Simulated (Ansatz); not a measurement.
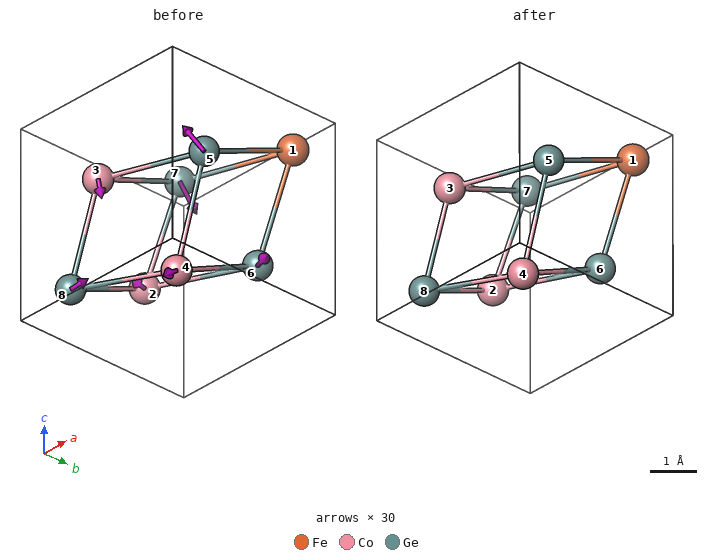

The structure of solid FeCo3Ge4 (a generated structure, set up in R3) (coarse preliminary run) before (left) and after (right) a relaxation, at one scale. The purple arrows give the displacements (the part carried along by the change of the cell is left out), magnified 30 times.

A ball-and-stick model of the cell of the calculation, seen from a free direction.

Theory: DFT PBE, scalar-relativistic, plane waves, PAW in Ansatz 0.2.0.

Input file:
```yaml
crystal:
  lattice:
    - [3.48634982, 2.01284501, 2.84659271]
    - [-3.48634982, 2.01284501, 2.84659271]
    - [0.0, -4.02569002, 2.84659271]
  atoms:
    - { symbol: Fe, position: [0.865, 0.865, 0.865], spin: 4.0 }
    - { symbol: Co, position: [0.135, 0.635, 0.365], spin: 3.0 }
    - { symbol: Co, position: [0.365, 0.135, 0.635], spin: 3.0 }
    - { symbol: Co, position: [0.635, 0.365, 0.135], spin: 3.0 }
    - { symbol: Ge, position: [0.842, 0.342, 0.658] }
    - { symbol: Ge, position: [0.658, 0.842, 0.342] }
    - { symbol: Ge, position: [0.342, 0.658, 0.842] }
    - { symbol: Ge, position: [0.158, 0.158, 0.158] }
basis:
  ecutwfc: 420
kpoints:
  mp_grid: { grid: [4, 4, 4] }
hamiltonian:
  xc: pbe
scf:
  occupations: { method: gaussian, width: 0.1 }
  lower_state_search: "off"
output:
  forces: true
  stress: true
  eigenvalues: true
  populations: true
magnetization:
  spin_polarized: true
relax:
  adjacent_minimum: "off"
  f_tol: 0.04
  max_steps: 70
  cell: { stress_tol: 0.4 }
```

Launched with:
```bash
ansatz run input.yaml --threads 4 --pin off --max-ram 8192MiB --backend cpu --events-out ev --progress --plain --runs-dir out
```

> Describe what moved and what it gained.

The largest moves relative to the cell, 0.031 Å, are those of Ge5, Ge6 and Ge7. Ge7 goes along [−1 3 −2]. By element the largest moves are Ge 0.031 Å, Co 0.017 Å, Fe 0.002 Å. The drawn cell changes as follows: a = b = c 4.930 → 4.646 Å (−5.8 %); the volume changes by −16.3 %. Some distances before and after: Co2–Ge8 2.566 → 2.390 Å, Co2–Ge6 2.566 → 2.400 Å, Fe1–Ge5 2.566 → 2.402 Å, Fe1–Ge5 (another image) 2.776 → 2.615 Å. The space group stays R3 (No. 146). After 5 accepted moves (6 points after the start) the energy has fallen by 1.417 eV per cell of the calculation. Largest force component: 0.43 eV/Å at the start, 0.0053 eV/Å at the end. The pressure goes from −18.13 to 0.02 GPa. The SCF was repeated once at an unchanged geometry on a basis and grid sized afresh for the cell, which shifted the energy by 10.2 meV per cell of the calculation at most. The program noted that the starting moments weren't kept.
